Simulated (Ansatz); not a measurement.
**CH2ClIn···H2: density, localisation and related maps**

Input file:

```
crystal:
  periodic: [false, false, false]
  atoms:
    - { symbol: In, position_ang: [-1.072694, -0.012297, 1.313944] }
    - { symbol: H, position_ang: [0.664435, 0.568476, -1.11956] }
    - { symbol: C, position_ang: [0.332644, -0.746828, -0.000895] }
    - { symbol: H, position_ang: [1.04122, 0.786029, -1.684859] }
    - { symbol: Cl, position_ang: [-2.220944, 2.029931, 1.572631] }
    - { symbol: H, position_ang: [-0.027829, -1.616402, -0.578083] }
    - { symbol: H, position_ang: [1.283269, -1.008909, 0.496822] }
basis:
  gaussian: { orbitals: def2-SVP }
hamiltonian:
  xc: pbe0
relax:
  f_tol: 0.03
  max_steps: 50
output:
  orbitals: {}
```

Command:

```sh
ansatz run input.yaml --threads 2 --pin off --max-ram 3072MiB --backend cpu --events-out ev --progress --plain --runs-dir out
```

The fields are those of the relaxed geometry.

Core potentials replace the inner electrons of In.

Level of theory: Ansatz, RKS PBE0/def2-SVP.

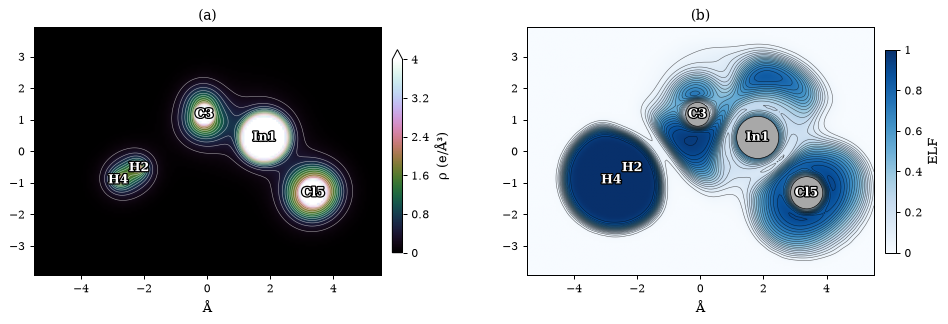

Figure 1. (a) electron density; (b) electron localisation function on the plane of atoms C3, In1 and Cl5. Grey discs cover the atomic cores in the ELF map.

What does the map show?

Atoms in the plane: In, H, C and Cl. C3···H2 (2.67 Å): the density falls to about 0.06 e/Å³ on the way; the ELF dips to about 0.05 between them (a non-bonded, intermolecular contact). C–In (2.04 Å): ρ is about 0.76 e/Å³ halfway; the ELF peaks at about 0.75 in the valence shell of C, 0.7 Å from its nucleus, and drops to about 0.20 between the two atoms. In–Cl (2.34 Å): the density is about 0.52 e/Å³ at the midpoint; the ELF peaks at about 0.80 in the valence shell of Cl, 0.8 Å from its nucleus, and drops to about 0.15 between the two atoms. H–H (0.77 Å): ρ is about 1.6 e/Å³ halfway; the ELF peaks at about 1 between the atoms. The ELF also peaks beside Cl5, away from the bonds: lone-pair regions.

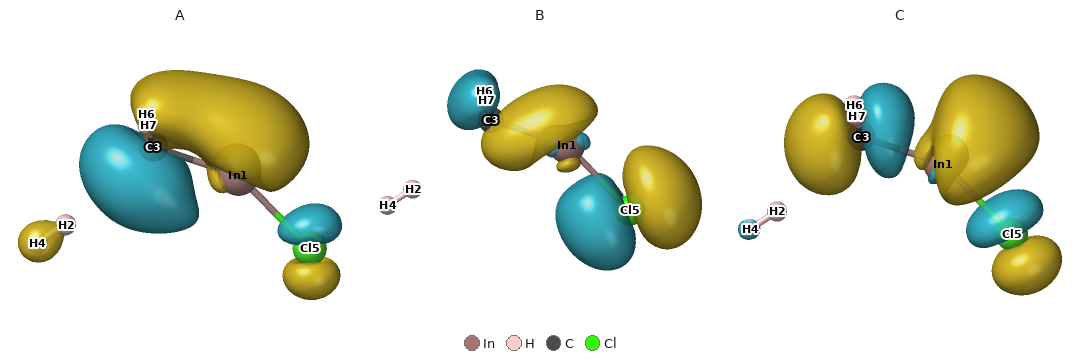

Figure 2. Three frontier orbitals at ±0.08 Å⁻³ᐟ² (yellow and cyan are the two phases), in no order.

Order the three orbitals by energy and name them.

B is the HOMO−1 (−9.03 eV). By Hirshfeld shares it lies mainly on Cl5 (about 70 %), In1 (about 15 %) and C3 (about 10 %); largely a lone pair of Cl5. A is the HOMO (−6.21 eV). By Hirshfeld shares it lies mainly on C3 (about 55 %) and In1 (about 30 %). C is the LUMO (−2.43 eV). By Hirshfeld shares it lies mainly on In1 (about 45 %), C3 (about 35 %) and Cl5 (about 15 %).

What is the HOMO–LUMO gap?

3.78 eV between the orbital energies.

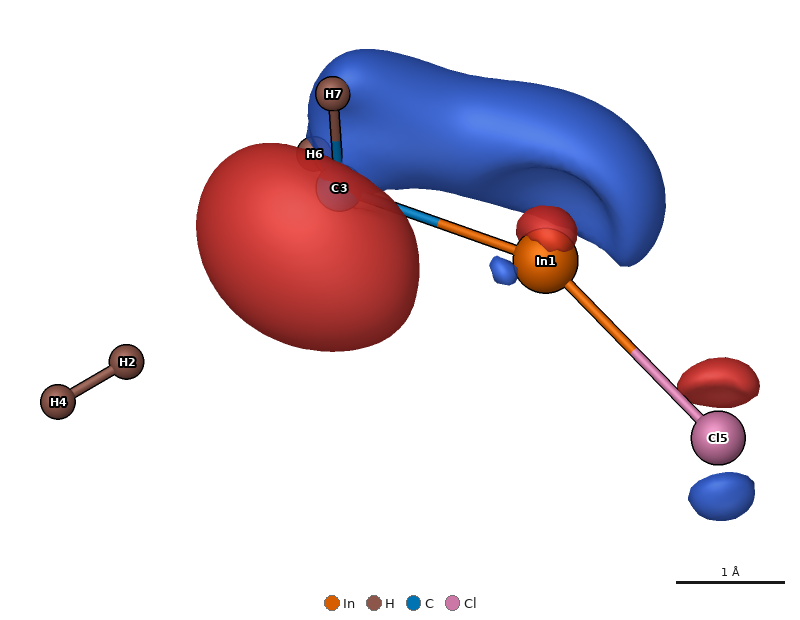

Figure 3. One frontier orbital at ±0.15 Å⁻³ᐟ² (blue and red are the two phases), seen at a tilt.

Which orbital is it: HOMO or LUMO?

The HOMO, at −6.21 eV. By Hirshfeld shares it lies mainly on C3 (about 55 %) and In1 (about 30 %).
